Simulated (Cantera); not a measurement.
A closed system holds: 1 mol Fe, 0.059 mol HCl, 0.03 mol O2, at 1123 K.

Equilibrium computed with Cantera from the NASA thermochemical tables; the gas is ideal and each condensed phase is pure. Candidate condensed phases: Fe, FeCl2, FeCl3, FeO, Fe(OH)2, Fe(OH)3, Fe2O3, Fe3O4, H2O; 22 gas species. Mutual solubility and eutectic melting of coexisting phases are not modelled. The tables' stoichiometric FeO is somewhat more stable than real wüstite, so its field is too wide. FeO: taken at fixed stoichiometry. Kinetics and transport are ignored.

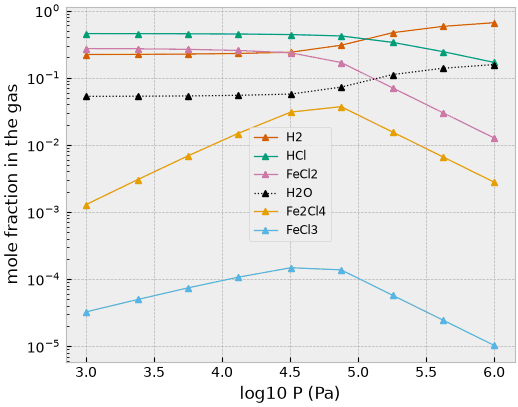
Figure. Equilibrium gas composition (values under 1e-9 drawn at 1e-9)

Q: Read off the mole fractions at 24.0 mbar.

A: HCl about 0.45, FeCl2 about 0.27, H2 about 0.22, H2O about 0.053, Fe2Cl4 about 0.0030, FeCl3 about 5.0e-5.
